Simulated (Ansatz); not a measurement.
# CdF2 monolayer (1T): phonons and vibrational spectra, part 2 of 3

Task: relax CdF2 monolayer (1T), then find its harmonic phonons.

Ansatz 0.2.0; DFT LDA, scalar-relativistic, plane waves, PAW.

So far. Step 4 (Tight relaxation): The largest force component left is 0.081 meV/Å, within the tolerances set.

### 5. Zone-centre response

The zone centre comes first: it holds the modes that light can see, as far as symmetry allows. The response to a homogeneous field gives the Born charges and the dielectric tensor, and its change with displacement the Raman tensors.

The input, input.yaml:

```yaml
crystal:
  lattice:
    - [3.4394442632, 0.0, 0.0]
    - [-1.7197221316, 2.9786461068, 0.0]
    - [0.0, 0.0, 27.6]
  atoms:
    - { symbol: Cd, position: [0.0, 0.0, 0.3623188406] }
    - { symbol: F, position: [0.3333333333, 0.6666666667, 0.3975838822] }
    - { symbol: F, position: [0.6666666667, 0.3333333333, 0.327053799] }
  periodic: [true, true, false]
kpoints:
  mp_grid: { grid: [12, 12, 1] }
hamiltonian:
  xc: lda
scf:
  occupations: { method: fixed }
output:
  eigenvalues: true
phonons:
  method: dfpt
  dielectric: true
  raman: true
```

On the command line:

```sh
ansatz run input.yaml --threads 8 --pin off --max-ram 14336MiB --backend cpu --events-out ev --progress --plain --runs-dir out
```

Numbers of over 12 decimals in the logs are rounded to 6 here.

Log:

```text
Warning: phonons.dielectric: true without phonons.rigid_motions: the static dielectric tensor ε⁰ will be withheld (ε∞, Z* and the rows of modes are given); for a crystal or a slab, whose only rigid motions are the translations, set phonons.rigid_motions: translations
Warning: crystal.symmetry: narrowed to the stabiliser of the run's FFT grids — unitary ops 12 → 6. A phonons.method: dfpt run fills in the rows of the dynamical matrix that it does not solve by its symmetry operations, which is exact only for operations that map its FFT grids onto themselves: filled in by any other, the frequencies could depend on the order in which like atoms are typed, or, by more than the grids' own error, on where the crystal sits among the grids' points. Excluded: 6 operations. The run can therefore solve more perturbations, solve them on more k-points, or both, and cost more. [rest of the remark cut]
[...]
Crystal: 3 atoms, lattice volume = 282.759 Å³
Basis set: ecut = 420 eV, 5529 PW (Γ), exchange–correlation on 48×48×384 points (8 copies of the dense FFT grid, shifted against one another)
Bands: 21, of which v1, the nominal top of the filled ones, is band 17 counted from 1 (16 counted from 0)
Symmetry: 12 space group operations
k-points: 43 of 144 (irreducible under 2 space group operations, time reversal used)
[...]
SCF iter   1: F=—  HF=-9705.892375 eV  |F-HF|=—  |Δ(HF+E_count)|=         —  Δρ=7.67e-3  dr2=1.25e-1  ethr=1.77e-3  ⟨swp⟩=7.1  Hψ=4687  notcnv=0  defer=74
[...]
SCF iter   9: F=-9705.853155 eV  HF=-9705.853155 eV  |F-HF|=3.64e-11  |Δ(HF+E_count)|=  1.82e-12  Δρ=2.70e-8  dr2=2.24e-12  ethr=1.00e-12  ⟨swp⟩=22.4  Hψ=8267  notcnv=0
SCF 1 converged in 9 iterations: F = -9705.853155 eV  dr2 = 2.24e-12
[...]
DFPT response loops at Γ: preconditioner auto → none (the input reference at scf.mixing.eps_inf says where Resta's filter doesn't serve); β = 0.50; Broyden in place of MSR1
── the response to a field inside a basis, on 12×12×1 k-points: an SCF that follows is theirs, and a resumed run solves both again ──
Bands: 18, of which v1, the nominal top of the filled ones, is band 17 counted from 1 (16 counted from 0)
k-points: 42 of 144 (irreducible under 2 space group operations, time reversal used)
[...]
Eigensolver: Dense (42 Hₖ)
SCF iter   1: F=—  HF=-9705.848645 eV  |F-HF|=—  |Δ(HF+E_count)|=         —  Δρ=2.77e-4  dr2=4.33e-5  ethr=1.00e-1
[...]
SCF iter   6: F=-9705.848628 eV  HF=-9705.848628 eV  |F-HF|=2.73e-11  |Δ(HF+E_count)|=  4.87e-10  Δρ=1.33e-7  dr2=2.45e-11  ethr=1.07e-11
SCF 1 converged in 6 iterations: F = -9705.848628 eV  dr2 = 2.45e-11
[...]
SCF converged after 9 iterations
Free energy (F): -9705.853155 eV
[...]
Internal energy: -9705.853155 eV  (E = F + TS)
E sigma→0 (E₀):  -9705.853155 eV
Fermi energy:    -8.880603 eV
[...]
--- Band table (eV; the first three rows and the last of 43) ---
  k-point 0: bands = [... 13 lower, -10.4930, -10.1386, -8.8806, -8.8806, -5.0773, -1.7594 (-1.7594°), -0.0522, 0.1816]
  k-point 1: bands = [... 13 lower, -10.3865, -10.0978, -8.9991, -8.9059, -4.8642, -1.6084 (-1.6084°), 0.0587, 0.3038]
  k-point 2: bands = [... 13 lower, -10.3925, -10.0020, -9.2927, -8.9585, -4.2837, -1.1921 (-1.1920°), 0.3883, 0.6675]
  k-point 42: bands = [... 13 lower, -11.0031, -10.3979, -9.3955, -9.2471, -1.4392, 1.2018 (1.2019°), 1.6775, 3.0594]
  ° read free of the cell's end (the report's vacuum.weakly_bound_levels)
--- Phonons (Γ-DFPT): 6 representative perturbations + reference, on 43 of 144 k-points (Σ response iterations 27) ---
  ASR residual: 3.580e-5 → 0.000e0 eV/Å²; symmetrization residual: 3.521e-5 eV/Å²
  The last average, over the group as it would stand without the narrowing to the FFT grids, took up to 1.181e-5 eV/Å² of the zone centre's force constants
  ASR residual per site (eV/Å²): 3.58e-5 1.92e-5 9.76e-6
  Γ frequencies (cm⁻¹): 0.00 0.00 0.00 257.98 257.98 295.40 295.40 310.76 325.13
  ε∞ (high-frequency dielectric tensor):
        1.273976     0.000000     0.000000
        0.000000     1.273976    -0.000000
        0.000000    -0.000000     1.085270
  α∞ (the layer's polarisability for a field applied outside it; Å, Gaussian; ε∞ is over the cell's 27.600 Å):
        0.601744     0.000000     0.000000
        0.000000     0.601744    -0.000000
        0.000000    -0.000000     0.187282
  ε⁰ (static dielectric tensor): not given — the deck does not say what the cell's rigid motions are, and on a molecule in a box or a wire the rigid rotations would enter the sum over the modes at Γ. For a crystal or a slab, whose only rigid motions are the translations, set phonons.rigid_motions: translations.
  Born effective charges Z* (e; rows j = field, columns β = displacement):
    site 0:
         2.54639   -0.00000    0.00000
         0.00000    2.54639    0.00000
        -0.00000    0.00000    0.71515
    site 1:
        -1.27319   -0.00000    0.00000
        -0.00000   -1.27319   -0.00000
         0.00000    0.00000   -0.35757
    site 2:
        -1.27319    0.00000    0.00000
         0.00000   -1.27319   -0.00000
         0.00000    0.00000   -0.35757
  Z* charge neutrality: 3.911e-5 e pre-enforcement
  k-mesh period / interband length: 27.6 Å / 0.69 Å = 40.23 at k = (0.0000, 0.0000, 0.0000), direct gap 3.803 eV — 14 or more, which is no proof of convergence; an axis of the mesh has one division: compare the results on two meshes, or along an axis of vacuum in a longer cell
  Raman tensors (in the event stream and the table raman_tensors.tsv): an entry may err by 8.1e-3 Å², one of the second-order susceptibility by 4.4e-21 pm/V (basis, points and sum rule); their sum over the sites missed zero by 2.220e-16 Å² ahead of its enforcement
  optical modes at Γ without the LO–TO term, one row a degenerate level:
      ω (cm⁻¹)  modes    IR ((D/Å)²/amu)  static Raman (Å⁴/amu)  depolarisation
        257.98      2             0.0000                 2.5124           0.750
        295.40      2            10.5354                 0.0000               —
        310.76      1             0.0000                 5.6410           0.050
        325.13      1             0.4155                 0.0000               —
```

It took 2.5 min on 8 threads of Intel Xeon Platinum 8488C (Sapphire Rapids), shared host; peak memory 2.8 GiB.

This step gave:

```yaml
sum_rule_residual_before_enforcement: 3.58e-5 eV/Å²
miss_of_the_charge_sum_rule: 3.91e-5 e
point_group: -3m
highest_optical_mode_at_the_zone_centre_no_lo_to_term: 325.1 cm⁻¹
lowest_optical_zone_centre_mode: 258.0 cm⁻¹
largest_born_charge_third_of_the_trace: 1.936 e
```

Without the LO-TO term. Patterns of degenerate modes are one choice out of their space. Modes at Γ, with each element's share of the kinetic energy:

```csv
mode,frequency (cm⁻¹),symmetry,Cd %,F %
1,0.0,acoustic,75,25
2,0.0,acoustic,75,25
3,0.0,acoustic,75,25
4,258.0,Eg,0,100
5,258.0,Eg,0,100
6,295.4,Eu,25,75
7,295.4,Eu,25,75
8,310.8,A1g,0,100
9,325.1,A2u,25,75
```

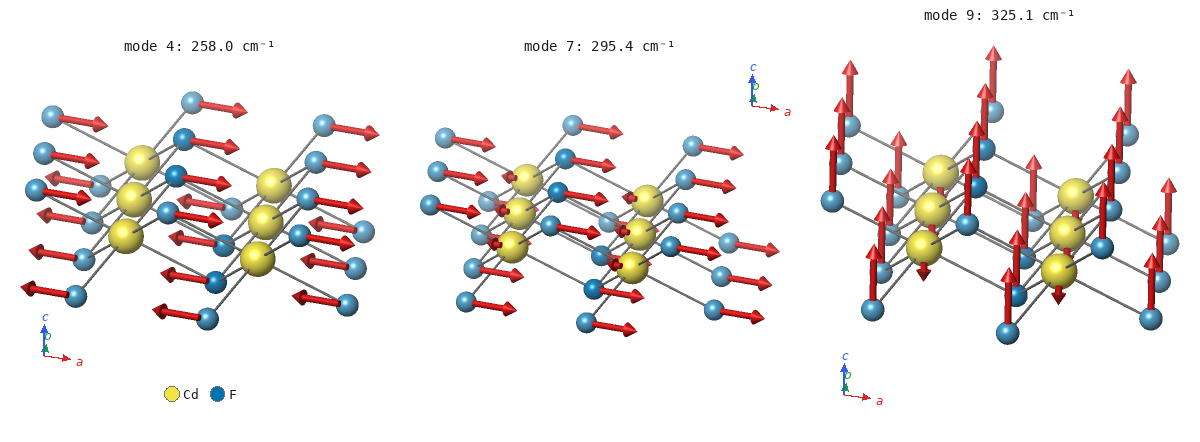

Displacement patterns of modes 4, 7 and 9 at Γ; arrows are exaggerated. 1×2×1 cells are drawn. Some periodic images of atoms are drawn too.

High-frequency dielectric tensor, averaged over the cell of height 27.6 Å or as lengthened by the program, vacuum included. Tensor:

```csv
,x,y,z
x,1.274,0,0
y,0,1.274,0
z,0,0,1.085
```

Born charge (rows field, columns displacement) (e), principal values of the symmetric part by kind of site:

```csv
atom,atoms with these values,low,middle,high,mean
Cd1,1,0.72,2.55,2.55,1.94
F2,2,-1.27,-1.27,-0.36,-0.97
```

In full for F2:

```
-1.27  0.00  0.00
 0.00 -1.27  0.00
 0.00  0.00 -0.36
```

Transverse modes. Infrared lines, with heights relative to the strongest:

```csv
position (cm⁻¹),label,relative intensity
258,Eg,0.0
295,Eu,100
311,A1g,0.0
325,A2u,3.9
```

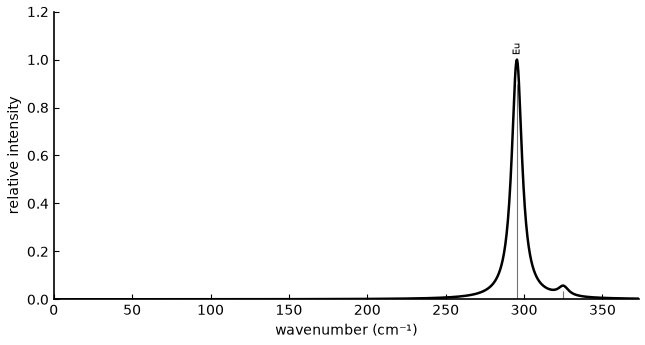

The infrared spectrum, broadened with Lorentzians of width 8 cm⁻¹; bars mark the lines.

Activity x (w_L - w)^4 (n + 1)/w, 532 nm, 300 K. Raman lines, with heights relative to the strongest:

```csv
position (cm⁻¹),label,relative intensity
258,Eg,59
295,Eu,0.0
311,A1g,100
325,A2u,0.0
```

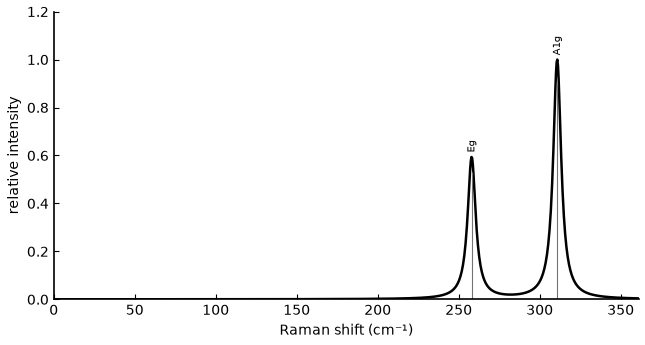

The Raman spectrum, broadened with Lorentzians of width 6 cm⁻¹; bars mark the lines.

Before it was imposed, the acoustic sum rule was missed by 3.6e-5 eV/Å² and the charge sum rule by 3.9e-5 e. Small misses are needed for a sound result but don't prove that mesh and cutoff are converged. The lowest optical mode is real, 258 cm⁻¹.

### 6. Response at finite wavevector

Stability and thermal properties need the whole zone. Linear response on a 6×6×1 q mesh gives force constants as far as a supercell of that size would, and the tensors from the zone-centre run are typed in so that the long-range dipole term is interpolated apart.

input.yaml, the sections that differ from step 5:

```yaml
phonons:
  method: dfpt
  qmesh: [6, 6, 1]
  temperatures: { t_max: 1000, t_step: 50 }
  qpath:
    path:
      - [0.0, 0.0, 0.0]
      - [0.5, 0.0, 0.0]
      - [0.33333333, 0.33333333, 0.0]
      - [0.0, 0.0, 0.0]
    npoints: 10
  isolated: true
  non_analytic_term:
    high_frequency_dielectric_tensor: [[1.274, 0.0, 0.0], [0.0, 1.274, 0.0], [0.0, 0.0, 1.0853]]
    born_effective_charges:
      - { species: Cd, tensor: [[2.5464, 0.0, 0.0], [0.0, 2.5464, 0.0], [0.0, 0.0, 0.7151]] }
      - { species: F, tensor: [[-1.2732, 0.0, 0.0], [0.0, -1.2732, 0.0], [0.0, 0.0, -0.3576]] }
      - { species: F, tensor: [[-1.2732, 0.0, 0.0], [0.0, -1.2732, 0.0], [0.0, 0.0, -0.3576]] }
    source: "zone-centre run at this cell"
# crystal, kpoints, hamiltonian, scf, output: as in step 5
```

Log:

```text
Warning: phonons: the dynamical matrix that this run interpolates holds no multipole term above the dipole-dipole one, and a site of this crystal is no centre of inversion, so its interpolated transverse optical and acoustic branches and sound speeds can stay off near Gamma, and the density of states and the thermodynamics with them. What a run solves at a wave vector of phonons.qpoints, Gamma apart, where the deck admits one, is free of this, and under fd what a larger phonons.supercell samples
[...]
Crystal: 3 atoms, lattice volume = 282.759 Å³
Basis set: ecut = 420 eV, 5529 PW (Γ), exchange–correlation on 48×48×384 points (8 copies of the dense FFT grid, shifted against one another)
Bands: 21, of which v1, the nominal top of the filled ones, is band 17 counted from 1 (16 counted from 0)
Symmetry: 12 space group operations
k-points: 19 of 144 (irreducible under 6 space group operations, time reversal used)
[...]
SCF iter   1: F=—  HF=-9705.892381 eV  |F-HF|=—  |Δ(HF+E_count)|=         —  Δρ=7.67e-3  dr2=1.25e-1  ethr=1.77e-3  ⟨swp⟩=7.1  Hψ=2076  notcnv=0  defer=32
[...]
SCF iter   9: F=-9705.853155 eV  HF=-9705.853155 eV  |F-HF|=0.00e0  |Δ(HF+E_count)|=  9.09e-12  Δρ=3.45e-8  dr2=2.38e-12  ethr=1.00e-12  ⟨swp⟩=20.1  Hψ=3863  notcnv=0
SCF 1 converged in 9 iterations: F = -9705.853155 eV  dr2 = 2.38e-12
[...]
NSCF: frozen V_eff on 19 k-points
[...]
DFPT response loops at q = (0, 0, 0) (fractional): preconditioner auto → none (the input reference at scf.mixing.eps_inf says where Resta's filter doesn't serve); β = 0.50; Broyden in place of MSR1
[...]
SCF converged after 9 iterations
Free energy (F): -9705.853155 eV
[...]
Internal energy: -9705.853155 eV  (E = F + TS)
E sigma→0 (E₀):  -9705.853155 eV
Fermi energy:    -8.880603 eV
[...]
--- Band table (eV; the first three rows and the last of 19) ---
  k-point 0: bands = [... 13 lower, -10.4930, -10.1386, -8.8806, -8.8806, -5.0773, -1.7594 (-1.7594°), -0.0522, 0.1816]
  k-point 1: bands = [... 13 lower, -10.3865, -10.0978, -8.9991, -8.9059, -4.8642, -1.6084 (-1.6084°), 0.0587, 0.3038]
  k-point 2: bands = [... 13 lower, -10.3925, -10.0020, -9.2927, -8.9585, -4.2837, -1.1921 (-1.1920°), 0.3883, 0.6675]
  k-point 18: bands = [... 13 lower, -10.9802, -10.8719, -9.3287, -9.3287, -0.7423, 2.0565, 2.2518, 2.2518]
  ° read free of the cell's end (the report's vacuum.weakly_bound_levels)
--- Phonons (Γ-DFPT): 6 representative perturbations + reference (Σ response iterations 27) ---
  ASR residual: 6.086e-5 → 0.000e0 eV/Å²; symmetrization residual: 3.684e-5 eV/Å²
[...]
ASR residual per site (eV/Å²): 6.09e-5 2.85e-5 3.61e-5
  Γ frequencies (cm⁻¹): 0.00 0.00 0.00 257.98 257.98 295.40 295.40 310.76 325.13
--- Phonons (arbitrary-q DFPT): 7 irreducible q on the 6×6×1 mesh ---
  q = [0.0000, 0.0000, 0.0000] (star 1, of the zone-centre solve; hermiticity 6.68e-6, symmetrization 6.94e-12, taken by the last average 4.27e-7): 0.00 0.00 0.00 257.98 257.98 295.40 295.40 310.76 325.13
  q = [0.0000, 0.1667, 0.0000] (star 6, 9 solved perturbations on 78 of 144 k-point pairs; hermiticity 3.87e-6, symmetrization 2.14e-11, taken by the last average 2.80e-7): 13.48 45.10 79.28 244.32 266.60 296.07 310.04 311.96 390.71
[...]
q = [0.1667, 0.1667, 0.0000] (star 6, 6 solved perturbations in 666 linear systems a pass and spin channel, the states on 144 of 144 k-point pairs; hermiticity 2.19e-6, symmetrization 6.06e-11, taken by the last average 4.79e-7): 30.51 83.07 119.77 256.90 258.57 260.88 315.24 339.40 394.37
[...]
sum rule: each row above includes the acoustic sum rule's correction from the zone centre's row sums; it moved no ω² by more than (0.72 cm⁻¹)²
  mesh force constants: q→R imaginary residual 1.36e-16; ASR residual 6.086e-5 → 0.000e0 eV/Å²; symmetrization residual 8.882e-15 eV/Å²
  interpolated dispersion: 31 rows × 9 modes
  density of states and harmonic sums: on the 24×24×1 q-mesh, interpolated from the force constants of a 6×6×1 supercell (with the dipole–dipole term of supplied tensors)
  largest difference from the sums on the solved wave vectors: F 2.97e-2 eV, S 3.64e-5 and C_V 6.72e-6 eV/K
  zero-point energy: 0.128491 eV/cell   skipped modes (ω ≤ 0): 3   left out of the sums: 5.79e-4 of the cell's modes: C_V's classical limit lies that fraction below 3 k_B per atom; for a crystal, a wire or a layer, F and S can be off by more, and a phonons.interpolated_qmesh denser along its periods is the remedy for the sampling
```

Elapsed: 7.7 min, on 8 threads; peak memory 2.1 GiB.

This step gave:

```
sum-rule residual before enforcement                       : 6.09e-5 eV/Å²
lowest frequency on the path                               : 0 cm⁻¹
highest frequency on the path or at a solved wavevector    : 396.3 cm⁻¹
mean frequency                                             : 230.3 cm⁻¹
lowest mode on the q mesh (acoustic modes at Γ apart)      : 13.48 cm⁻¹
zero-point energy per atom                                 : 42.83 meV
heat capacity at 300 K                                     : 22.09 J/(mol atoms K)
vibrational entropy at 300 K                               : 29.78 J/(mol atoms K)
edges of the widest gap between branches, on path and mesh : 159.2, 220.5 cm⁻¹
```

Frequencies (cm⁻¹) solved at each irreducible wavevector; negative means imaginary. Frequencies by wavevector, by row:

```csv
q in reciprocal lattice units,star,mode 1,mode 2,mode 3,mode 4,mode 5,mode 6,mode 7,mode 8,mode 9
0 0 0,1,0,0,0,258,258,295.4,295.4,310.8,325.1
0 0.1667 0,6,13.5,45.1,79.3,244.3,266.6,296.1,310,312,390.7
0 0.3333 0,6,36.6,79.7,137.7,227.6,255.2,283.2,327.8,333.1,394.2
0 -0.5 0,3,47.2,93.3,159.2,220.5,241.3,283.9,340.8,341.5,389
0.1667 0.1667 0,6,30.5,83.1,119.8,256.9,258.6,260.9,315.2,339.4,394.4
0.1667 0.3333 0,12,45.5,113.3,149.9,234.3,242.2,277.3,333.1,346.6,389.6
0.3333 0.3333 0,2,48.6,145.3,145.3,234.5,234.5,282.5,341.7,341.7,387.9
```

Interpolated from a 6×6×1 q mesh, with the LO-TO term (at Γ the limit along the path; where Γ stands inside the path, tables give the limit on arrival). Phonon branches along the path, in cm⁻¹:

```csv
point,branch 1,branch 2,branch 3,branch 4,branch 5,branch 6,branch 7,branch 8,branch 9
Γ,0,0,0,258,258,295,295,311,325
M,47,93,159,220,241,284,341,342,389
K,49,145,145,234,234,282,342,342,388
Γ,0,0,0,258,258,295,295,311,325
```

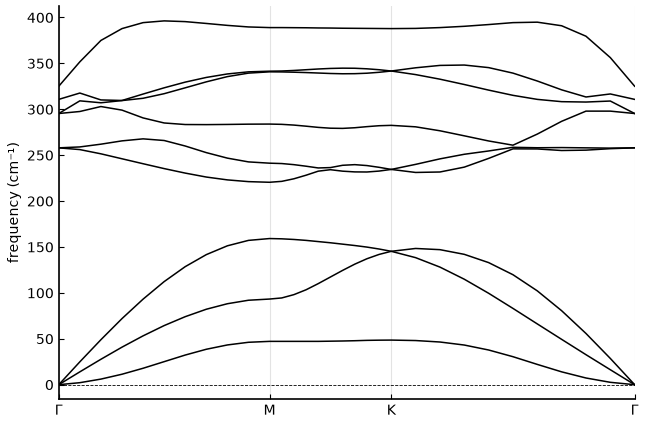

Phonon branches along the path.

(Continued in part 3 of 3.)

[Logs are printed without paths, hosts, clocks, repeated set-up lines and the standing remarks that a program may print on its own settings, such as how far it seeks lower states.]

[Hosts, paths, dates, database ids (printed as entryN), source tags and the programs' standing remarks are cut or masked in the printed files.]
